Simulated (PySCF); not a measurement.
Input file:

```
{"job": {"kind": "nmr", "xc": "PBE0", "basis": "pcSseg-1"}, "charge": 0, "multiplicity": 1}
C      2.100062     0.618192    -0.022208
O      1.268306    -0.249903    -0.759954
C      0.409175    -0.988706     0.042980
C     -0.835558    -1.503146    -0.587119
F     -1.247118    -2.761151    -0.254672
C     -0.935413    -0.419882     0.443270
Si    -1.472226     1.298145    -0.115414
H      2.738750     0.055881     0.668921
H      2.719934     1.139381    -0.748525
H      1.509025     1.343619     0.547955
H      0.913210    -1.637826     0.758777
H     -1.034351    -1.302982    -1.631016
H     -1.292029    -0.755642     1.409695
H     -1.180988     2.229335     0.979980
H     -0.756697     1.690630    -1.325226
H     -2.911680     1.252999    -0.377361
```

Launched as:

```sh
OMP_NUM_THREADS=1 python probes_run.py task.json out
```

Geometry: GFN2-xTB.

The calculation used PySCF 2.14.0, PBE0/pcSseg-1, SCF density, gas phase, non-relativistic.

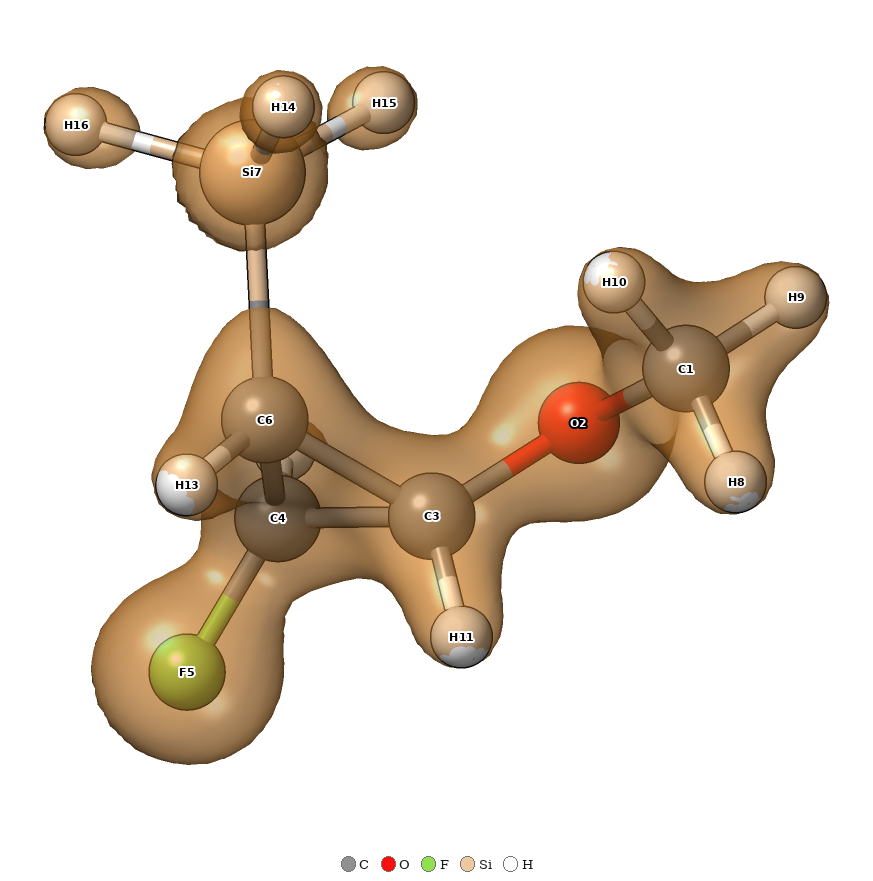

C4H9FOSi. Isosurface of the total electron density at 1 e/Å³ (orange), seen at a tilt.

Which contacts does the surface bridge?

Answer. At this value the surface falls into five separate pieces. It bridges the sampled C–F (1.36 Å), C–O (1.39 Å) and C–C (1.49 Å) contacts, where the density stays above the isovalue. It is pinched off along the sampled C–Si (1.88 Å) contacts. On the grid the lowest density along these lines, outside the cores, is 1.7 e/Å³ (C–F, 1.36 Å), 1.9 e/Å³ (C–O, 1.39 Å), 1.7 e/Å³ (C–C, 1.49 Å) and 0.77 e/Å³ (C–Si, 1.88 Å).
